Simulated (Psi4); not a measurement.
**P2H2 (phosphanylidenephosphane) at BP86/STO-3G (sweep point 1)**

Aim: the vertical ionisation energy of P2H2 (phosphanylidenephosphane) at BP86/STO-3G (sweep point 1), from 2 runs. 

Program for the calculation: Psi4 1.11.

**1. Starting point**

The species is P2H2 (4 atoms), meant as a singlet with charge 0. As SMILES, `[H]/P=P/[H]`. The shape is that of a GFN2-xTB optimisation.

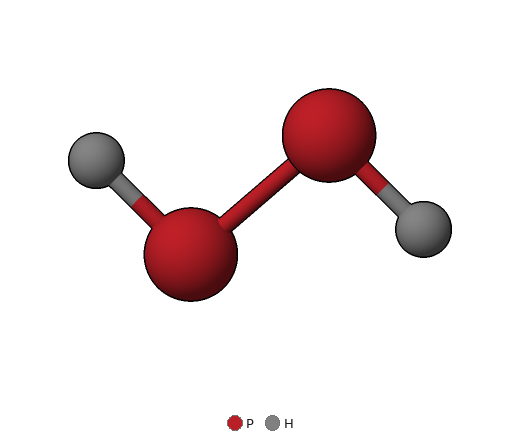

Viewed from a chosen angle; phosphorus red, hydrogen grey.

**2. The energy at BP86/STO-3G (sweep point 1)**

input.dat

```
memory 1600 MB

molecule {
  0 1
  P     -0.024370    -1.003630     0.088350
  P      0.024420     1.003540    -0.088260
  H      1.037260    -1.067570     1.003320
  H     -1.037310     1.067660    -1.003410
  units angstrom
  symmetry c1
}

set globals {
  basis                STO-3G
  puream               true
  scf_type             pk
  dft_radial_points    99
  dft_spherical_points 590
}

result, w = energy('bp86', return_wfn=True)
```

On the command line:

```sh
psi4 input.dat output.dat -n 1
```

output.dat:

```text
[...]
  Running in c1 symmetry.
[...]
  Nuclear repulsion =   76.759456495580409
[...]
  Multiplicity = 1
[...]
  Nalpha       = 16
  Nbeta        = 16
[...]
    Number of basis functions: 20
[...]
   @RKS iter   1:  -676.16088516460798   -8.16349e-01   4.69738e-03 ADIIS/DIIS
[...]
   @RKS iter   6:  -676.16895085062970   -2.74553e-07   5.98934e-07 DIIS
[...]
    Orbital Energies [Eh]
    ---------------------
    Doubly Occupied:
       1A    -75.335221     2A    -75.335091     3A     -5.991910
       4A     -5.989282     5A     -4.177474     6A     -4.177390
       7A     -4.172854     8A     -4.171042     9A     -4.170040
      10A     -4.169851    11A     -0.560520    12A     -0.416063
      13A     -0.232321    14A     -0.208127    15A     -0.122832
      16A     -0.097901
[...]
  @RKS Final Energy:  -676.16895085062970
   => Energetics <=
    Nuclear Repulsion Energy =             76.7594564955804088
    One-Electron Energy =               -1093.4973775425260101
    Two-Electron Energy =                 388.0311753097106475
    DFT Exchange-Correlation Energy =     -47.4622051133947522
    Empirical Dispersion Energy =           0.0000000000000000
    VV10 Nonlocal Energy =                  0.0000000000000000
    Total Energy =                       -676.1689508506296988
[...]
 Multipole Moments:
 ------------------------------------------------------------------------------------
     Multipole            Electronic (a.u.)      Nuclear  (a.u.)        Total (a.u.)
 ------------------------------------------------------------------------------------
 L = 1.  Multiply by 2.5417464519 to convert [e a0] to [Debye]
 Dipole X            :          0.0001414           -0.0000937            0.0000477
 Dipole Y            :         -0.0001731            0.0001686           -0.0000045
 Dipole Z            :          0.0002157           -0.0001686            0.0000471
 Magnitude           :                                                    0.0000672
[...]
```

Wall time 2 s (1 thread of Intel Xeon 6975P-C (Granite Rapids), shared host); peak memory 0.3 GiB.

**3. The doublet cation at the same level**

input.in

```
memory 1600 MB

molecule mol {
  1 2
  P     -0.024370    -1.003630     0.088350
  P      0.024420     1.003540    -0.088260
  H      1.037260    -1.067570     1.003320
  H     -1.037310     1.067660    -1.003410
  symmetry c1
}

set {
  basis STO-3G
  reference uks
  puream true
  scf_type pk
  dft_radial_points 99
  dft_spherical_points 590
  maxiter 150
}

energy_value, wavefunction = energy("bp86", return_wfn=True)
```

On the command line:

```sh
psi4 -i input.in -o input.out -n 1
```

input.out:

```text
[...]
  Running in c1 symmetry.
[...]
  Nuclear repulsion =   76.759456495580409
[...]
  Multiplicity = 2
[...]
  Nalpha       = 16
  Nbeta        = 15
[...]
    Number of basis functions: 20
[...]
   @UKS iter   1:  -675.85413075211864   -5.09594e-01   9.95391e-03 ADIIS/DIIS
[...]
   @UKS iter   8:  -675.91760684337521   -2.70053e-08   6.87359e-07 DIIS
[...]
   @S^2 Observed:                7.515203039E-01
[...]
    Orbital Energies [Eh]
    ---------------------
    Alpha Occupied:
       1A    -75.741397     2A    -75.741268     3A     -6.378056
       4A     -6.375594     5A     -4.567687     6A     -4.565956
       7A     -4.561327     8A     -4.559761     9A     -4.557603
      10A     -4.555842    11A     -0.878170    12A     -0.727064
      13A     -0.541478    14A     -0.539019    15A     -0.443412
      16A     -0.435349
    Alpha Virtual:
      17A     -0.303185    18A     -0.098081    19A     -0.017953
      20A     -0.009348
[...]
  @UKS Final Energy:  -675.91760684337521
   => Energetics <=
    Nuclear Repulsion Energy =             76.7594564955804088
    One-Electron Energy =               -1082.2109148132203700
    Two-Electron Energy =                 376.4889636032269209
    DFT Exchange-Correlation Energy =     -46.9551121289621705
    Empirical Dispersion Energy =           0.0000000000000000
    VV10 Nonlocal Energy =                  0.0000000000000000
    Total Energy =                       -675.9176068433752107
[...]
 Multipole Moments:
 ------------------------------------------------------------------------------------
     Multipole            Electronic (a.u.)      Nuclear  (a.u.)        Total (a.u.)
 ------------------------------------------------------------------------------------
 L = 1.  Multiply by 2.5417464519 to convert [e a0] to [Debye]
 Dipole X            :          0.0000880           -0.0000937           -0.0000057
 Dipole Y            :         -0.0000772            0.0001686            0.0000914
 Dipole Z            :          0.0001032           -0.0001686           -0.0000655
 Magnitude           :                                                    0.0001126
[...]
```

It took 2.4 s on 1 thread of Intel Xeon 6975P-C (Granite Rapids), shared host; peak memory 0.31 GiB.

**4. Summary of results**

At BP86/STO-3G (sweep point 1):

| quantity | value |
| --- | --- |
| singlet P2H2: total energy | -676.16895 Eh |
| singlet P2H2: dipole moment | 0.00 D |
| singlet P2H2: HOMO energy | -2.66 eV |
| singlet P2H2: LUMO energy | 0.39 eV |
| singlet P2H2: HOMO–LUMO gap | 3.05 eV |
| doublet cation: total energy | -675.91761 Eh |
| doublet cation: HOMO energy (highest over α and β) | -11.60 eV |
| doublet cation: LUMO energy (lowest over α and β) | -10.93 eV |
| doublet cation: ⟨S²⟩ | 0.752 |
| vertical ionisation energy (to the doublet cation) | 6.839 eV |

In words: Removing an electron at fixed nuclei costs 6.84 eV (660 kJ/mol). The negative HOMO energy of the first species, 2.66 eV, lies 4.18 eV below that difference. In a minimal basis such a difference can be off by several eV, whatever the method.
